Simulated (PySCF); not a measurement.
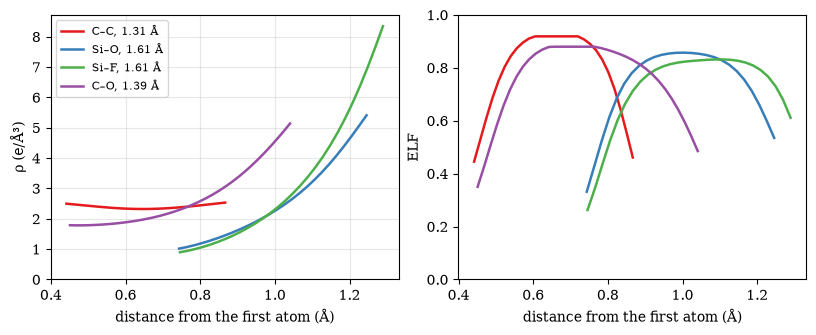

Figure. C₇H₁₁FOSi. Total electron density and electron localisation function along straight lines between neighbouring atoms. The curves leave out the atomic cores.

Geometry: GFN2-xTB.

Theory: PBE0/pcSseg-1, SCF density, gas phase, non-relativistic (PySCF 2.14.0).

```yaml
atoms:
  - { symbol: C, position_ang: [0.2188, -0.5669, 2.4915] }
  - { symbol: C, position_ang: [0.3237, -0.3165, 1.2119] }
  - { symbol: C, position_ang: [1.0313, 0.3759, 0.1287] }
  - { symbol: O, position_ang: [2.3240, -0.0100, -0.1952] }
  - { symbol: Si, position_ang: [3.1316, -0.0719, -1.5831] }
  - { symbol: F, position_ang: [3.3041, 1.4140, -2.1830] }
  - { symbol: C, position_ang: [-0.1367, -0.5568, -0.1649] }
  - { symbol: C, position_ang: [-1.4307, -0.0069, -0.6798] }
  - { symbol: C, position_ang: [-2.7138, -0.3437, 0.0235] }
  - { symbol: C, position_ang: [-2.1636, 1.0471, 0.0943] }
  - { symbol: H, position_ang: [-0.5419, -1.2251, 2.8811] }
  - { symbol: H, position_ang: [0.8910, -0.1239, 3.2084] }
  - { symbol: H, position_ang: [0.8597, 1.4406, -0.0089] }
  - { symbol: H, position_ang: [2.4509, -0.7757, -2.6585] }
  - { symbol: H, position_ang: [4.4250, -0.5313, -1.1346] }
  - { symbol: H, position_ang: [0.1357, -1.5202, -0.5884] }
  - { symbol: H, position_ang: [-1.4663, 0.0634, -1.7613] }
  - { symbol: H, position_ang: [-2.6512, -0.9543, 0.9105] }
  - { symbol: H, position_ang: [-3.5961, -0.5231, -0.5713] }
  - { symbol: H, position_ang: [-1.7372, 1.3727, 1.0311] }
  - { symbol: H, position_ang: [-2.6673, 1.8295, -0.4526] }
```

Question: Compare the contacts.

Answer: C–C (1.31 Å): ρ is about 2.3 e/Å³ halfway; the ELF peaks at about 0.90 between the atoms (a short, multiple covalent bond).
Si–O (1.61 Å): ρ is about 1.2 e/Å³ halfway; the ELF peaks at about 0.85 between the atoms (a polar covalent bond).
Si–F (1.61 Å): the density is about 1.1 e/Å³ at the midpoint; the ELF peaks at about 0.85 in the valence shell of F, 0.5 Å from its nucleus, and is about 0.55 at the midpoint.
C–O (1.39 Å): ρ at the midpoint is about 2.1 e/Å³, with its minimum of 1.8 e/Å³ about 0.5 Å from C; the ELF peaks at about 0.90 between the atoms; a shared but strongly polarised pair.
